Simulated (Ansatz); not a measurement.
# SiO2 (silicon dioxide molecule): the energy, rung by rung

The species is SiO2 (3 atoms), meant as a singlet with charge 0. SMILES: `O=[Si]=O`. Geometry: relaxed at PBE0-D4/def2-TZVP.

```xyz
3

O     0.6977    1.2296    0.5188
Si    0.0000    0.0000    0.0000
O    -0.6977   -1.2296   -0.5188
```

Quantity: the energy change with the O1–Si2 bond stretched from 1.506 to 1.882 Å, in eV. The values are calculated.

```tsv
level	kind	program	value (eV)	less FCI/STO-3G
r2SCAN/STO-3G (restricted)	meta-GGA	Ansatz	1.22	+0.30
BHLYP/STO-3G (restricted)	global hybrid	Ansatz	1.24	+0.32
PBE0/STO-3G (restricted)	global hybrid	Ansatz	1.27	+0.35
wB97X/STO-3G (restricted)	range-separated hybrid	Ansatz	1.32	+0.40
RPA@PBE/STO-3G (restricted)	RPA	Ansatz	0.73	-0.19
CCSD(T)/STO-3G (restricted)	coupled cluster or CI	Ansatz	1.10	+0.18
CCSDTQ/STO-3G (restricted)	coupled cluster or CI	Ansatz	0.93	+0.01
FCI/STO-3G	exact in the basis	Ansatz	0.92	0.00
```

FCI/STO-3G is exact within its basis and frozen core, so for wave-function methods in that basis the difference is their error; functionals converge differently with the basis, so for them it is only a difference. The first shape isn't each level's own minimum. The values span 0.73 to 1.32 eV. All rows use very small basis sets, so none should be taken for the real molecule's value.

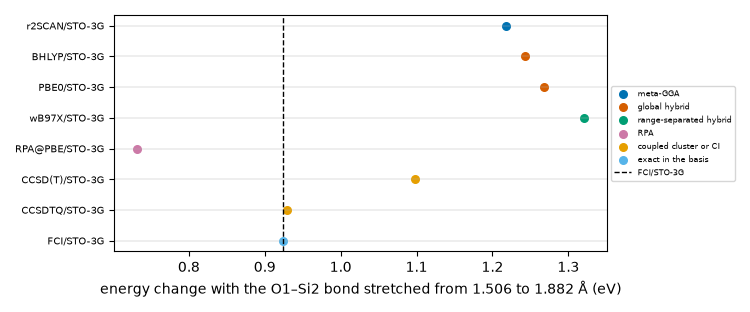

The values of the table, level by level.
